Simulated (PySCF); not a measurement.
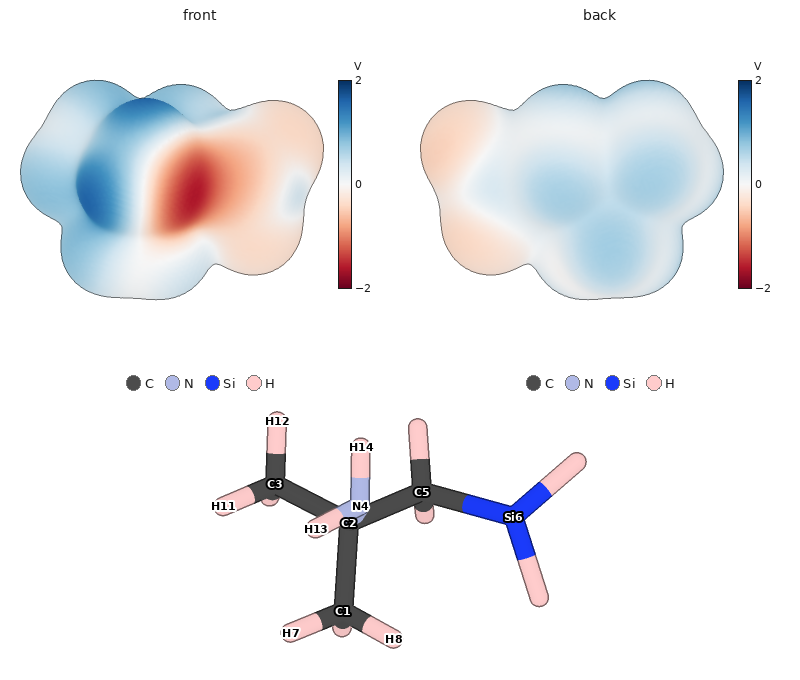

*C$_{4}$H$_{12}$NSi (doublet). The molecular electrostatic potential painted on the density surface at 0.002 e/bohr³, seen from the front and from behind; the colour scale runs from red (negative) to blue (positive). The bare structure is drawn below in the same view.*

Geometry: GFN2-xTB.

The calculation used PySCF 2.14.0, density-fitted response routines, UKS B3LYP, pcH-1 on C H N Si, non-relativistic, mean-field spin-orbit, GIAO.

```xyz
18

C     0.0176   -0.7756    1.3656
C    -0.3802    0.0044    0.1128
C    -1.7634   -0.4665   -0.3647
N    -0.3634    1.4241    0.4575
C     0.6651   -0.1770   -0.9884
Si    2.2384    0.8092   -0.5935
H    -0.7443   -0.6697    2.1364
H     0.9558   -0.3912    1.7552
H     0.1330   -1.8323    1.1378
H    -1.7340   -1.5195   -0.6350
H    -2.5068   -0.3346    0.4211
H    -2.0800    0.1025   -1.2385
H    -0.9827    1.6144    1.2389
H    -0.6759    1.9798   -0.3319
H     0.2516    0.1805   -1.9340
H     0.8801   -1.2387   -1.1249
H     2.9774    1.1421   -1.8094
H     3.1030    0.1544    0.3831
```

Where is the surface potential most negative and most positive?

The most negative region (about −1.6 V) lies over N4 and Si6, the most positive (about +1.5 V) over H13 and H14.
